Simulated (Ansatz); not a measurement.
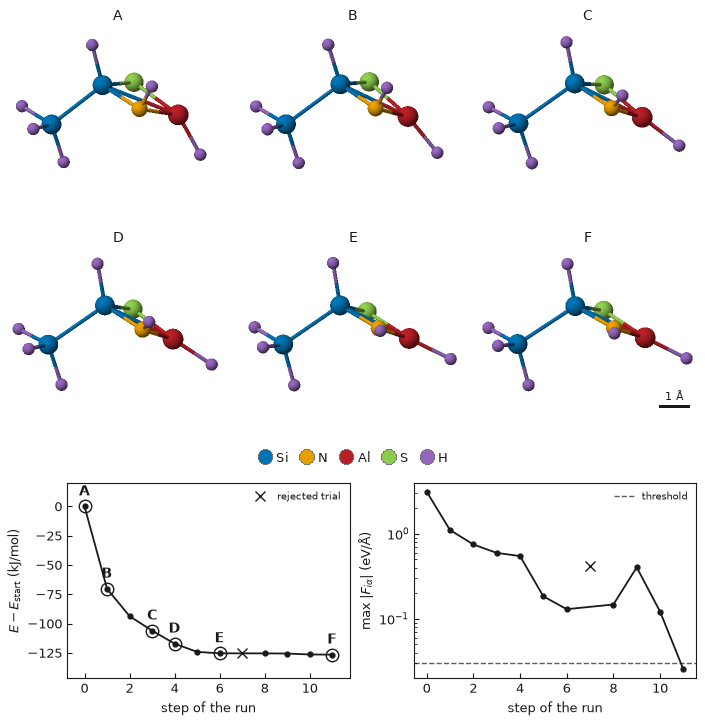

Frames of a relaxation of AlSi₂NH₆S (coarse preliminary run), marked on the history of the run. A ball-and-stick model, seen at a tilt.

The start comes from a force field.

The calculation used RKS PBE-D4/def2-SVP in Ansatz 0.2.0.

Input file:
```yaml
crystal:
  periodic: [false, false, false]
  atoms:
    - {symbol: Si, position_ang: [-1.674300, -0.108700, 0.966000]}
    - {symbol: Si, position_ang: [0.362300, 0.566300, 0.483500]}
    - {symbol: N, position_ang: [1.286900, -0.816200, -0.100100]}
    - {symbol: Al, position_ang: [1.562500, -0.240400, -1.930000]}
    - {symbol: S, position_ang: [0.419200, 1.681300, -1.331200]}
    - {symbol: H, position_ang: [-2.533200, 1.137900, 1.267200]}
    - {symbol: H, position_ang: [-2.265000, -0.751900, -0.208800]}
    - {symbol: H, position_ang: [-1.671000, -0.957600, 2.101600]}
    - {symbol: H, position_ang: [1.035800, 1.282500, 1.637400]}
    - {symbol: H, position_ang: [2.272000, -0.728000, 0.361700]}
    - {symbol: H, position_ang: [1.270300, -1.122200, -3.226700]}
basis:
  gaussian: {orbitals: def2-SVP}
hamiltonian: {xc: pbe, dispersion: d4}
relax: {f_tol: 0.03, max_steps: 200}
```

Command:
```bash
ansatz run in.yaml --threads 4 --pin off --events-out ev --progress --plain --max-ram 10444MiB
```

Question: Describe the path.

Answer: The atom that moves furthest after the best rigid fit is H10 (0.92 Å). By element the largest moves are H 0.92 Å, S 0.28 Å, N 0.21 Å, Al 0.16 Å, Si 0.16 Å. Among the contacts that change: Si1–Si2 2.199 → 2.352 Å, Si2–Al4 2.814 → 2.668 Å, N3–Al4 1.938 → 1.805 Å, Al4–S5 2.315 → 2.215 Å. Among the angles between lasting bonds that change: Al4–N3–H10 104.3° → 138.1°, Si2–Al4–H11 141.0° → 174.1°, Si2–N3–H10 105.7° → 125.3°. Over 10 accepted moves (11 points after the start) the energy falls by 126.4 kJ/mol. Largest force component: 3.1 eV/Å at the start, 0.025 eV/Å at the end. The line search rejected the trial step at point 7 of the run. From step 0 to 1: Al4 moves most (0.20 Å), energy −70.2 kJ/mol. From step 1 to 3: H11 moves most (0.34 Å), energy −35.8 kJ/mol. From step 3 to 4: H10 moves most (0.20 Å), energy −11.1 kJ/mol. From step 4 to 6: H10 moves most (0.32 Å), energy −8.25 kJ/mol. From step 6 to 11: H10 moves most (0.09 Å), energy −1.11 kJ/mol.

| step | E − E(0), kJ/mol | largest force component, eV/Å | note |
| --- | --- | --- | --- |
| 0 | 0.00 | 3.1362 |  |
| 1 | -70.21 | 1.1087 |  |
| 2 | -93.60 | 0.7501 |  |
| 3 | -105.97 | 0.5966 |  |
| 4 | -117.06 | 0.5480 |  |
| 5 | -124.09 | 0.1839 |  |
| 6 | -125.31 | 0.1299 |  |
| 7 | -124.65 | 0.4130 | rejected |
| 8 | -125.38 | 0.1474 |  |
| 9 | -125.51 | 0.4033 |  |
| 10 | -126.30 | 0.1217 |  |
| 11 | -126.43 | 0.0254 |  |
